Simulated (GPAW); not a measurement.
# How the form of the self-energy moves the gap of BaTiO3 (Pm-3m)

Aim: compare treatments of exchange, screening and correlation for the gap of BaTiO3 (Pm-3m).

Main program and level: GPAW 26.7.0; PBE and many-body steps on it, plane waves.

**Experimental background.**

- Gap 3.2 eV: optical gap from first-derivative diffuse reflectance spectrum; UV-vis diffuse reflectance; powder (“Influence of Rapid Heat Treatment on the Photocatalytic Activity and Stability of Barium Titanates Against a Broad Range of Pollutants”, 2024, pmc:11596716).

- Gap 3.28 eV: optical gap from first-derivative diffuse reflectance spectrum; UV-vis diffuse reflectance; powder (commercial cubic reference powder, crystallite size 31.8 nm) (“Influence of Rapid Heat Treatment on the Photocatalytic Activity and Stability of Barium Titanates Against a Broad Range of Pollutants”, 2024, pmc:11596716).

**1. Set-up**

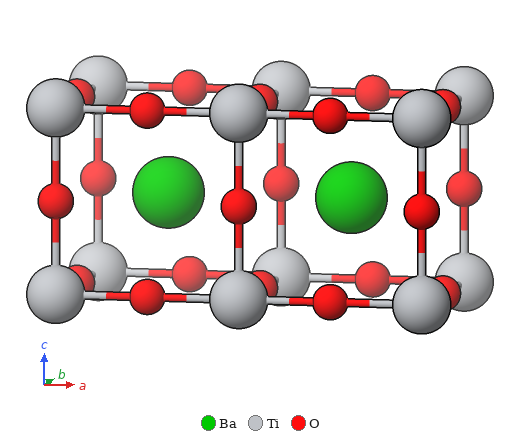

The cell as given, slightly off an axis (barium green, titanium light grey, oxygen red). 2×1×1 cells are drawn. Some periodic images of atoms are drawn too.

As a file:

```cif
data_structure
_symmetry_space_group_name_H-M 'P 1'
_symmetry_Int_Tables_number 1
_cell_length_a 4.0060
_cell_length_b 4.0060
_cell_length_c 4.0060
_cell_angle_alpha 90.000
_cell_angle_beta 90.000
_cell_angle_gamma 90.000
_cell_volume 64.29
loop_
_atom_site_label
_atom_site_type_symbol
_atom_site_fract_x
_atom_site_fract_y
_atom_site_fract_z
_atom_site_occupancy
Ba1 Ba 0.50000 0.50000 0.50000 1
Ti2 Ti 0.00000 0.00000 0.00000 1
O3 O 0.50000 0.00000 0.00000 1
O4 O 0.00000 0.50000 0.00000 1
O5 O 0.00000 0.00000 0.50000 1
```

The cell and positions come from the Crystallography Open Database and are kept as given unless a step says otherwise. Spin-orbit coupling is left out unless a step names it.

**2. Empty states on the mesh, 4×4×4 mesh, 965 bands**

This step: GPAW 26.7.0; DFT, PBE, plane waves, PAW.

The sums over transitions need many empty states on a uniform mesh; this step solves for them.

File run.py:

```python
import json
import numpy as np
from gpaw.mpi import world
from gpaw import GPAW

calc = GPAW('gs.gpw').fixed_density(kpts={'size': (4, 4, 4), 'gamma': True},
    parallel={'domain': 1, 'band': 1},
    txt='nscf.txt')
calc.diagonalize_full_hamiltonian(nbands=965)
calc.write('full.gpw', mode='all')
res = {}
kpts = calc.get_ibz_k_points()
res['kpts'] = kpts
res['eigenvalues'] = [calc.get_eigenvalues(kpt=k) for k in range(len(kpts))]
res['n_electrons'] = calc.get_number_of_electrons()

if world.rank == 0:
    with open('result.json', 'w') as f:
        json.dump(res, f, default=lambda x: x.tolist())
```

On the command line:

```sh
$ mpirun -n 4 gpaw python run.py
```

Numbers of over 12 decimals in the logs are rounded to 6 here.

Output:

```text
Diagonalizing LCAO Hamiltonian
Converting LCAO to pw mode
convergence criteria:
- Maximum integral of absolute [eigenst]ate change: 4e-08 eV^2 / valence electron
maximum number of iterations: 100

SCF iterations
|iter     |     time |      energy | eigst |  dens |
|iter:   1|  |             | +0.49 |       |
|iter:   2|  |             | -1.35 |       |
|iter:   3|  |             | -2.38 |       |
[...]
|iter:   7|  |             | -6.23 |       |
|iter:   8|  |             | -6.93 |       |
|iter:   9|  |             | -7.56c|       |
SCF steps: 9
  __  _  _
 | _ |_)|_||  |
 |__||  | ||/\| - 26.7.0

Input parameters:
  mode=PW(ecut=600.0),
  convergence={'density': 1e-06, 'bands': -3},
  gpts=array([24, 24, 24]),
  kpts=MonkhorstPack(size=(4, 4, 4), gamma=True),
  maxiter=100,
  nbands=28,
  occupations=Occupations(name='fermi-dirac', width=0.001, fixmagmom=False),
  parallel={'domain': 1, 'band': 1},
  xc=XC(name='PBE')
Matrix size: 2120x2120
# Writing to full.gpw (mode='all')
  [... matrices ...]

timing:  # [seconds]
  Total: 16.239  # ━━━━━━━━━━━━━━━━━━━━━━━━━━━━━━━━━━━━━━━━━━━━━━━━━━━━━━━━━━
```

Wall time 21 s (4 MPI ranks of AMD EPYC 9R45, shared host); peak memory 2.4 GiB.

This step gave:

* gap: 1.781 eV
* k of the valence top: 0.5, 0.5, 0.5
* k of the conduction bottom: 0, 0, 0
* least direct gap: 1.918 eV
* k points computed: 10
* lowest point of the top converged band, above the valence top: 330.1714 eV

On this mesh the gap is 1.781 eV.

**3. G0W0, Godby-Needs plasmon pole**

G0W0 replaces the xc potential by the self-energy, built once from these orbitals. Only a window of levels is corrected, while the sums run over the empty bands that the input names.

This step: G0W0 on PBE, plane waves, PAW.

File run.py:

```python
import json
import numpy as np
from gpaw.mpi import world
from gpaw.response.g0w0 import G0W0

gw = G0W0('full.gpw',
    filename='gw',
    kpts=[0, 9],
    bands=(18, 22),
    ecut=210,
    nbands=444,
    integrate_gamma='WS',
    ppa=True)
gw.calculate()
res = {mode: {k: v for k, v in r.items() if k != 'sigma_eskwn'}
       for mode, r in gw.all_results.items()}

if world.rank == 0:
    with open('result.json', 'w') as f:
        json.dump(res, f, default=lambda x: x.tolist())
```

On the command line:

```sh
$ mpirun -n 4 gpaw python run.py
```

Output:

```text
Using integrator: PointIntegrator
FrequencyGridDescriptor(from 0.000+0.000j to 0.000+27.211j eV, 2 points)
Nonperiodic BCs:  [False False False]
Using integrator: PointIntegrator
FrequencyGridDescriptor(from 0.000+0.000j to 0.000+27.211j eV, 2 points)
Nonperiodic BCs:  [False False False]
  ___  _ _ _
 |   || | | |
 | | || | | |
 |__ ||_____|
 |___|

BZ k-points: Symmetries present (total): 48

  [... matrices ...]
64 k-points: 4 x 4 x 4 Monkhorst-Pack grid + [1/8,1/8,1/8]
10 k-points in the irreducible part of the Brillouin zone
       k-points in crystal coordinates                weights
   0:     0.00000000    0.00000000    0.00000000          1/64
   1:     0.25000000    0.00000000    0.00000000          6/64
   2:     0.25000000    0.25000000    0.00000000         12/64
   3:     0.25000000    0.25000000    0.25000000          8/64
   4:     0.50000000    0.00000000    0.00000000          3/64
   5:     0.50000000    0.25000000    0.00000000         12/64
   6:     0.50000000    0.25000000    0.25000000         12/64
   7:     0.50000000    0.50000000    0.00000000          3/64
   8:     0.50000000    0.50000000    0.25000000          6/64
   9:     0.50000000    0.50000000    0.50000000          1/64

Distributing spins, k-points and bands (1 x 2 x 4) over 4 processes
Number of blocks: 1

Quasi particle states:
k-points (IBZ indices): [0, 9]
Band range: (18, 22)
  [... matrices ...]
Computational parameters:
Plane wave cut-off: 210 eV
Number of bands: 444
Coulomb cutoff: None
Broadening: 0.1 eV

fxc modes: GW
Kernel: RPA
Using Godby-Needs plasmon-pole approximation:
  Fitting energy: i*E0, E0 = 1.000 Hartree
Summing all q:

Calculating screened Coulomb potential
No Coulomb truncation
FrequencyGridDescriptor(from 0.000+0.000j to 0.000+27.211j eV, 2 points)
Removing empty qpoint cache files...

Calculating chi0 body with:
    Ground state adapter containing:
    Number of spins: 1
    Number of kpoints: 64
    Number of irreducible kpoints: 10
    Number of completely occupied states: 20
    Number of partially occupied states: 20
    Occupied states memory: 4.21875 M / cpu

    Linear response parametrization:
    q_c: [0.0, 0.0, 0.0]
    Number of frequency points: 2
    Planewave cutoff: 210.0
    Number of bands: 444
    Number of planewaves: 461
    Broadening (eta): 1e-06
    comm.size: 4
    kncomm.size: 4
    blockcomm.size: 1

    Memory estimate of potentially large arrays:
        chi0_wGG: 6.485626 M / cpu
Integrating chi0 body.

Symmetries of q_c:
    Direct symmetries (Uq -> q): 48
    Indirect symmetries (TUq -> q): 0
In total 48 allowed symmetries.

  [... matrices ...]
10 groups of equivalent kpoints. 84.375% reduction.

Integral kind: response function
Integrating chi0 head and wings.

Symmetries of q_c:
    Direct symmetries (Uq -> q): 48
    Indirect symmetries (TUq -> q): 0
In total 48 allowed symmetries.

  [... matrices ...]
10 groups of equivalent kpoints. 84.375% reduction.

Integral kind: response function wings

Calculating chi0 body with:
    Ground state adapter containing:
    Number of spins: 1
    Number of kpoints: 64
    Number of irreducible kpoints: 10
    Number of completely occupied states: 20
    Number of partially occupied states: 20
    Occupied states memory: 4.21875 M / cpu

    Linear response parametrization:
[... the further q-points ...]

Results:
f:      Occupation numbers
eps:     KS-eigenvalues [eV]
vxc:     KS vxc [eV]
exx:     Exact exchange [eV]
sigma:   Self-energies [eV]
dsigma:  Self-energy derivatives
Z:       Renormalization factors
qp:      QP-energies [eV]

k-point 0 (0): (0.000, 0.000, 0.000)                GW
band       f     eps     vxc     exx   sigma  dsigma       Z      qp
                                                                   GW
  18   1.000   7.503 -21.292 -25.975   4.154  -0.322   0.757   7.103
  19   1.000   7.503 -21.292 -25.974   4.154  -0.322   0.757   7.104
  20   0.000   9.422 -20.230 -12.626  -5.775  -0.307   0.765  10.821
  21   0.000   9.422 -20.230 -12.626  -5.775  -0.307   0.765  10.821

k-point 1 (9): (0.500, 0.500, 0.500)                GW
band       f     eps     vxc     exx   sigma  dsigma       Z      qp
                                                                   GW
  18   1.000   7.641 -20.823 -25.880   4.523  -0.335   0.749   7.241
  19   1.000   7.641 -20.823 -25.881   4.523  -0.335   0.749   7.240
  20   0.000  11.824 -23.759 -14.713  -6.802  -0.418   0.705  13.406
  21   0.000  11.824 -23.759 -14.713  -6.802  -0.418   0.705  13.407
```

Elapsed: 5.6 min, on 4 MPI ranks; peak memory 2.3 GiB.

This step gave:

| Property | Result |
| --- | --- |
| G0W0 gap on the points computed | 3.580 eV |
| least direct G0W0 gap on the computed points | 3.717 eV |
| Z at the valence top | 0.7491 |
| Z at the conduction bottom | 0.7650 |
| starting gap on the mesh | 1.781 eV |
| k of the valence top | 0.5, 0.5, 0.5 |
| k of the conduction bottom | 0, 0, 0 |

The gap on the mesh goes from 1.78 eV to 3.58 eV, a correction of +1.80 eV.

**4. One-shot HSE06**

This step: one-shot HSE06 levels on PBE orbitals, plane waves, PAW.

File run.py:

```python
import json
import numpy as np
from gpaw.mpi import world
from gpaw.hybrids.eigenvalues import non_self_consistent_eigenvalues

dft, vxc, vxc_hyb = non_self_consistent_eigenvalues('full.gpw', 'HSE06', 18, 22, kpt_indices=[0, 9])
res = {'dft': dft[0], 'hybrid': (dft - vxc + vxc_hyb)[0]}
if world.rank == 0:
    with open('hybrid.txt', 'w') as f:
        for k, e0, e1 in zip([0, 9], res['dft'], res['hybrid']):
            print(k, ' '.join(f'{x:9.4f}' for x in e0), '|', ' '.join(f'{x:9.4f}' for x in e1), file=f)

if world.rank == 0:
    with open('result.json', 'w') as f:
        json.dump(res, f, default=lambda x: x.tolist())
```

On the command line:

```sh
$ mpirun -n 4 gpaw python run.py
```

Output:

```text
IBZ(<points: 10, symmetries: 48>)
Occupied bands: 20
Transforming wave functions from IBZ to BZ: 0.034 seconds
Distributing wave functions and iFFT-ing to real space: 0.176 seconds
Calculating eigenvalues:
  k-points: 2
  Bands: 18-21 (inclusive)
  Seconds: 0.596 (wave-function broadcasting: 0.009 seconds)
HSE06-eigenvalue shifts:
  min: -1.215 eV
  ave: 0.063 eV
  max: 1.468 eV
```

Run time: 4.1 s. Hardware: 4 MPI ranks; peak memory 0.83 GiB.

Numbers from this step:

```
starting gap on the mesh                       : 1.781 eV
hybrid gap on the mesh                         : 4.135 eV
least direct hybrid gap on the computed points : 4.200 eV
```

**5. One-shot PBE0**

This step: one-shot PBE0 levels on PBE orbitals, plane waves, PAW.

run.py, as its differences from that of step 4:

```diff
@@ -5,3 +5,3 @@
 
-dft, vxc, vxc_hyb = non_self_consistent_eigenvalues('full.gpw', 'HSE06', 18, 22, kpt_indices=[0, 9])
+dft, vxc, vxc_hyb = non_self_consistent_eigenvalues('full.gpw', 'PBE0', 18, 22, kpt_indices=[0, 9])
 res = {'dft': dft[0], 'hybrid': (dft - vxc + vxc_hyb)[0]}
```

On the command line:

```sh
$ mpirun -n 4 gpaw python run.py
```

Output:

```text
IBZ(<points: 10, symmetries: 48>)
Occupied bands: 20
Transforming wave functions from IBZ to BZ: 0.028 seconds
Distributing wave functions and iFFT-ing to real space: 0.177 seconds
Calculating eigenvalues:
  k-points: 2
  Bands: 18-21 (inclusive)
  Seconds: 0.660 (wave-function broadcasting: 0.007 seconds)
HSE06-eigenvalue shifts:
  min: -1.599 eV
  ave: 0.064 eV
  max: 1.875 eV
```

Wall time 3.6 s (4 MPI ranks); peak memory 0.89 GiB.

Numbers from this step:

```yaml
starting_gap_on_the_mesh: 1.781 eV
hybrid_gap_on_the_mesh: 4.867 eV
least_direct_hybrid_gap_on_the_computed_points: 4.915 eV
```

**6. G0W0, full frequency, Hilbert transform**

This step: G0W0 on PBE, plane waves, PAW.

File run.py:

```python
import json
import numpy as np
from gpaw.mpi import world
from gpaw.response.g0w0 import G0W0

gw = G0W0('full.gpw',
    filename='gw',
    kpts=[0, 9],
    bands=(18, 22),
    ecut=210,
    nbands=444,
    integrate_gamma='WS',
    frequencies={'type': 'nonlinear', 'domega0': 0.1, 'omega2': 15.0},
    eta=0.1,
    nblocksmax=True)
gw.calculate()
res = {mode: {k: v for k, v in r.items() if k != 'sigma_eskwn'}
       for mode, r in gw.all_results.items()}

if world.rank == 0:
    with open('result.json', 'w') as f:
        json.dump(res, f, default=lambda x: x.tolist())
```

On the command line:

```sh
$ mpirun -n 4 gpaw python run.py
```

Output:

```text
Using integrator: PointIntegrator
NonLinearFrequencyDescriptor(from 0.000 to 254.356 eV, 318 points)
Nonperiodic BCs:  [False False False]
Using integrator: PointIntegrator
NonLinearFrequencyDescriptor(from 0.000 to 254.356 eV, 318 points)
Nonperiodic BCs:  [False False False]
  ___  _ _ _
 |   || | | |
 | | || | | |
 |__ ||_____|
 |___|

BZ k-points: Symmetries present (total): 48

  [... matrices ...]
64 k-points: 4 x 4 x 4 Monkhorst-Pack grid + [1/8,1/8,1/8]
10 k-points in the irreducible part of the Brillouin zone
       k-points in crystal coordinates                weights
   0:     0.00000000    0.00000000    0.00000000          1/64
   1:     0.25000000    0.00000000    0.00000000          6/64
   2:     0.25000000    0.25000000    0.00000000         12/64
[...]
8:     0.50000000    0.50000000    0.25000000          6/64
   9:     0.50000000    0.50000000    0.50000000          1/64

Distributing spins, k-points and bands (1 x 2 x 4) over 1 process
Number of blocks: 4

Quasi particle states:
k-points (IBZ indices): [0, 9]
Band range: (18, 22)
  [... matrices ...]
Computational parameters:
Plane wave cut-off: 210 eV
Number of bands: 444
Coulomb cutoff: None
Broadening: 0.1 eV

fxc modes: GW
Kernel: RPA
Using full-frequency real axis integration
Summing all q:

Calculating screened Coulomb potential
No Coulomb truncation
NonLinearFrequencyDescriptor(from 0.000 to 254.356 eV, 318 points)
Removing empty qpoint cache files...

Calculating chi0 body with:
    Ground state adapter containing:
    Number of spins: 1
    Number of kpoints: 64
    Number of irreducible kpoints: 10
    Number of completely occupied states: 20
    Number of partially occupied states: 20
    Occupied states memory: 4.21875 M / cpu

    Linear response parametrization:
    q_c: [0.0, 0.0, 0.0]
    Number of frequency points: 318
    Planewave cutoff: 210.0
    Number of bands: 444
    Number of planewaves: 461
    Broadening (eta): 0.1
    comm.size: 4
    kncomm.size: 1
    blockcomm.size: 4

    Memory estimate of potentially large arrays:
        chi0_wGG: 257.803642 M / cpu
Integrating chi0 body.

Symmetries of q_c:
    Direct symmetries (Uq -> q): 48
    Indirect symmetries (TUq -> q): 0
In total 48 allowed symmetries.

  [... matrices ...]
10 groups of equivalent kpoints. 84.375% reduction.

Integral kind: spectral function
Integrating chi0 head and wings.

Symmetries of q_c:
    Direct symmetries (Uq -> q): 48
    Indirect symmetries (TUq -> q): 0
In total 48 allowed symmetries.

  [... matrices ...]
10 groups of equivalent kpoints. 84.375% reduction.

Integral kind: spectral function wings

Calculating chi0 body with:
    Ground state adapter containing:
    Number of spins: 1
    Number of kpoints: 64
    Number of irreducible kpoints: 10
    Number of completely occupied states: 20
    Number of partially occupied states: 20
    Occupied states memory: 4.21875 M / cpu

[... the further q-points ...]

Results:
f:      Occupation numbers
eps:     KS-eigenvalues [eV]
vxc:     KS vxc [eV]
exx:     Exact exchange [eV]
sigma:   Self-energies [eV]
dsigma:  Self-energy derivatives
Z:       Renormalization factors
qp:      QP-energies [eV]

k-point 0 (0): (0.000, 0.000, 0.000)                GW
band       f     eps     vxc     exx   sigma  dsigma       Z      qp
                                                                   GW
  18   1.000   7.503 -21.292 -25.975   3.950  -0.395   0.717   6.977
  19   1.000   7.503 -21.292 -25.974   3.950  -0.395   0.717   6.978
  20   0.000   9.422 -20.230 -12.626  -5.827  -0.374   0.728  10.715
[...]
k-point 1 (9): (0.500, 0.500, 0.500)                GW
band       f     eps     vxc     exx   sigma  dsigma       Z      qp
                                                                   GW
[...]
20   0.000  11.824 -23.759 -14.713  -7.006  -0.104   0.906  13.672
  21   0.000  11.824 -23.759 -14.713  -7.006  -0.104   0.906  13.672
```

Run time: 7.7 min. Hardware: 4 MPI ranks; peak memory 6.5 GiB.

Numbers from this step:

* G0W0 gap on the points computed: 3.595 eV
* least direct G0W0 gap on the computed points: 3.737 eV
* Z at the valence top: 0.7070
* Z at the conduction bottom: 0.7279
* starting gap on the mesh: 1.781 eV
* k of the valence top: 0.5, 0.5, 0.5
* k of the conduction bottom: 0, 0, 0

Against G0W0 in GPAW (4×4×4 mesh, 444 bands, screening to 210 eV, Godby-Needs plasmon pole), the gap moves by +0.014 eV.

**7. Side by side**

Times are wall times on 4 MPI ranks of AMD EPYC 9R45, shared host, good to a factor of about two.

```csv
run,mesh,bands,screening cutoff (eV),DFT gap (eV),gap on the mesh (eV),direct (eV),time
"G0W0, Godby-Needs plasmon pole",4×4×4,444,210,1.781,3.580,3.717,5.6 min
one-shot HSE06,4×4×4,-,-,1.781,4.135,4.200,4.1 s
one-shot PBE0,4×4×4,-,-,1.781,4.867,4.915,3.6 s
"G0W0, full frequency, Hilbert transform",4×4×4,444,210,1.781,3.595,3.737,7.7 min
```

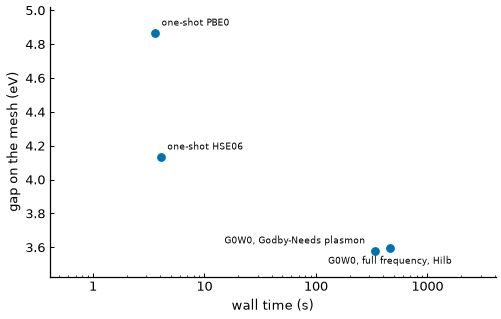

Result against wall time.

**8. What came out**

```json
{
  "G0W0, Godby-Needs plasmon pole": "3.580 eV",
  "one-shot HSE06": "4.135 eV",
  "one-shot PBE0": "4.867 eV",
  "G0W0, full frequency, Hilbert transform": "3.595 eV",
  "known limits": "not at the basis limit; no spin-orbit coupling; coarse k mesh"
}
```

**Reading.** One-shot HSE06: +0.555 eV against G0W0, Godby-Needs plasmon pole. One-shot PBE0: +1.287 eV against G0W0, Godby-Needs plasmon pole. G0W0, full frequency, Hilbert transform: +0.014 eV against G0W0, Godby-Needs plasmon pole. One-shot hybrid levels are evaluated on the PBE orbitals. Against experiment, by G0W0, Godby-Needs plasmon pole: the gap of 3.58 eV lies +0.38 eV from the measured 3.2 eV (optical, 2024); the gap of 3.58 eV lies +0.30 eV from the measured 3.28 eV (optical, 2024). An exciton line or allowed optical edge lies below the quasiparticle gap by the binding energy; a forbidden edge can push the onset above it. These are gaps on the mesh, at modest bands and cutoff. The calculation has static nuclei and no excitons; a measured gap holds zero-point and thermal motion, which mostly lowers it. Bands and cutoff are finite, so the gap is not at the basis limit. The miss can reach some tenths of an eV and take either sign; the mesh is an error of its own. These stock PAW sets were not made for GW. In the G0W0 runs levels were corrected at 2 k points alone, so a gap called «on the mesh» is the least over those, and an edge elsewhere would be missed. The 4×4×4 mesh is coarse for this cell, which bears on the long-range parts of exchange and screening. This is the ideal cubic cell; many perovskites, halides above all, are cubic only on average, and local tilts or off-centring can widen the gap. The many-body steps are scalar-relativistic: spin-orbit coupling is not in them.

[Paths, hosts, dates, memory and timing lines, banners, echoed tables and standing remarks are left out of the program output.]

[Logs are printed without paths, hosts, clocks, repeated set-up lines and the standing remarks that a program may print on its own settings, such as how far it seeks lower states.]

[Runs of the session that timed out or met a known fault of the program may be left out.]

[Hosts, paths, dates, database ids (printed as entryN), source tags and the programs' standing remarks are cut or masked in the printed files.]
